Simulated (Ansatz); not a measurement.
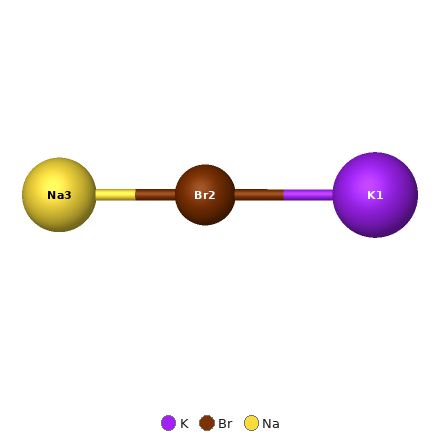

The system is K⁺ + BrNa; the picture shows the reference structure. 
- The first coordinate is: distance K1–Br2; the second: distance Br2–Na3.
- Nothing is relaxed (the angle K1–Br2–Na3 is fixed at 180 degrees).
- The scan uses a 17 × 17 grid.
- All energies are given in kcal/mol relative to K with charge +1 far from the relaxed BrNa (each part in its own basis).
- The D4 coefficients can switch as the alkali atoms part, which puts small steps into the map.
- Level of theory: Ansatz 0.2.0, RKS PBE0-D4/def2-SVPD.

Its coordinates:

```xyz
3

K    -2.9800    0.0000    0.0000
Br    0.0000    0.0000    0.0000
Na    2.5600    0.0000    0.0000
```

Range: distance K1–Br2 from 2.584 to 4.984 Å; distance Br2–Na3 from 2.288 to 4.688 Å.

What will the energy surface look like?

Answer. The lowest grid point is at distance K1–Br2 = 2.980 Å, distance Br2–Na3 = 2.560 Å, −34.9 kcal/mol from K with charge +1 far from the relaxed BrNa (each part in its own basis). The highest grid point, distance K1–Br2 = 4.984 Å, distance Br2–Na3 = 4.688 Å, lies 55.2 kcal/mol above the lowest.

```csv
"distance Br2–Na3 ↓, distance K1–Br2 →",2.584,2.745,2.980,3.255,3.559,3.887,4.235,4.602,4.984
4.495,−1.5,−7.2,−8.9,−6.3,−1.6,3.2,8.4,13.3,17.6
4.120,−5.7,−11.5,−13.4,−11.0,−6.6,−2.0,2.9,7.6,11.6
3.763,−10.7,−16.6,−18.6,−16.4,−12.3,−8.1,−3.5,1.0,4.8
3.424,−16.0,−22.0,−24.2,−22.3,−18.5,−14.6,−10.3,−6.1,−2.5
3.107,−20.8,−26.9,−29.4,−27.7,−24.3,−20.7,−16.7,−12.8,−9.4
2.817,−24.9,−31.1,−33.8,−32.4,−29.2,−25.9,−22.2,−18.5,−15.4
2.560,−25.7,−32.1,−34.9,−33.8,−30.9,−27.8,−24.3,−20.8,−17.8
2.353,−21.0,−27.6,−30.7,−29.8,−27.0,−24.1,−20.7,−17.3,−14.4
```

The table holds every second grid line.

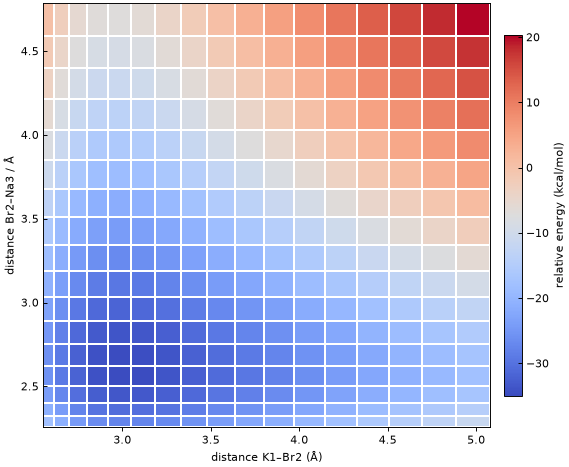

The picture shows one coloured cell a grid point.

Time for the 289 points that were run: 26 min on 1 thread of Arm Neoverse V2 (shared host).
